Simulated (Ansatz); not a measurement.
# BF (singlet): PBE, r2SCAN, PBE0, B3LYP, wB97M-V, B2PLYP, RPA-PBE over vertical spin and charge gaps, 6-31G

How well do these functionals follow the top wave-function level for BF (singlet) over vertical spin and charge gaps?

Program: Ansatz 0.2.0, Gaussian basis. Level of theory: 6-31G, all electrons in the functionals, frozen cores in the correlation of double hybrids and RPA. These are calculated values, not measurements.

Plan: PBE, r2SCAN, PBE0, B3LYP, wB97M-V, B2PLYP, RPA-PBE, at charge 0, singlet; charge 0, triplet; charge 1, doublet.

7 further runs of the same task are left out: 1 that didn't finish, 6 set aside as unsound or not needed.

### Step 1. The geometry

The geometry is a PBE0/def2-TZVP stationary point (not a proven minimum).

2 atoms, charge 0, spin multiplicity 1.

Atoms are counted from 1 here; the program's logs count them from 0.

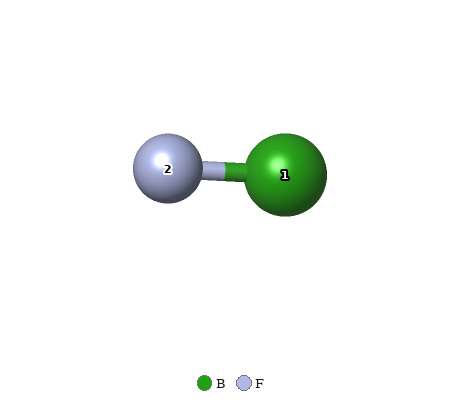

The structure; boron green, fluorine light blue; atoms are numbered from 1 in the order of the file.

Coordinates:

```mol
BF
  3D, bonds by distance, orders not assigned

  2  1  0  0  0  0  0  0  0  0999 V2000
    0.0000    0.0000    0.0000 B   0  0
    0.0000    0.0000    1.2631 F   0  0
  1  2  8  0
M  END
```

No dispersion term is added; wB97M-V holds VV10 nonlocal correlation. B3LYP takes the VWN-RPA correlation.

The geometry shown and the zero of energy belong to the point charge 0, singlet. The yardstick, FCI, and other wave-function levels (R restricted, U unrestricted, valence and pair active spaces) come from earlier runs.

### Step 2. PBE, charge 0, singlet

The input, in.yaml:

```yaml
crystal:
  periodic: [false, false, false]
  atoms:
    - {symbol: B, position_ang: [0.000000, 0.000000, 0.000000]}
    - {symbol: F, position_ang: [0.000000, 0.000000, 1.263100]}
basis:
  gaussian: {orbitals: 6-31G}
hamiltonian: {xc: {name: PBE}}
output: {orbitals: {seedname: orbitals}}
```

On the command line:

```bash
$ ansatz run in.yaml --threads 1 --pin off --events-out ev --progress --plain --max-ram 2393MiB
```

The runs that follow: PBE, charge 0, triplet; PBE, charge 1, doublet; r2SCAN, charge 0, singlet; r2SCAN, charge 0, triplet; r2SCAN, charge 1, doublet; PBE0, charge 0, singlet; PBE0, charge 0, triplet; PBE0, charge 1, doublet; B3LYP, charge 0, singlet; B3LYP, charge 0, triplet; B3LYP, charge 1, doublet; wB97M-V, charge 0, singlet; wB97M-V, charge 0, triplet; wB97M-V, charge 1, doublet; B2PLYP, charge 0, singlet; B2PLYP, charge 0, triplet; B2PLYP, charge 1, doublet; RPA-PBE, charge 0, singlet; RPA-PBE, charge 0, triplet; RPA-PBE, charge 1, doublet.

**Question.** What will the summary of the whole plan be? Wanted: singlet to triplet, FCI; ionisation to the doublet cation, FCI; largest miss, PBE; largest miss, r2SCAN; largest miss, PBE0; largest miss, B3LYP; largest miss, wB97M-V; largest miss, B2PLYP; largest miss, RPA-PBE.

**Answer**, as computed:

| quantity | value |
| --- | --- |
| singlet to triplet, FCI | 332.6 kJ/mol |
| ionisation to the doublet cation, FCI | 1020.6 kJ/mol |
| largest miss, PBE | +21.3 kJ/mol (ionisation to the doublet cation) |
| largest miss, r2SCAN | -36.6 kJ/mol (singlet to triplet) |
| largest miss, PBE0 | +30.9 kJ/mol (ionisation to the doublet cation) |
| largest miss, B3LYP | +42.9 kJ/mol (ionisation to the doublet cation) |
| largest miss, wB97M-V | +47.7 kJ/mol (ionisation to the doublet cation) |
| largest miss, B2PLYP | +16.6 kJ/mol (ionisation to the doublet cation) |
| largest miss, RPA-PBE | +18.4 kJ/mol (ionisation to the doublet cation) |
| largest miss, RCCSD(T) | -0.3 kJ/mol (singlet to triplet) |
| largest miss, UCCSD(T) | -0.4 kJ/mol (singlet to triplet) |

In words: Of the functionals, B2PLYP keep the smallest largest miss at the points compared (at most 16.6 kJ/mol) and wB97M-V strays most (47.7 kJ/mol, at ionisation to the doublet cation). Functionals and the yardstick converge differently with the basis, so part of each miss in 6-31G is the basis.
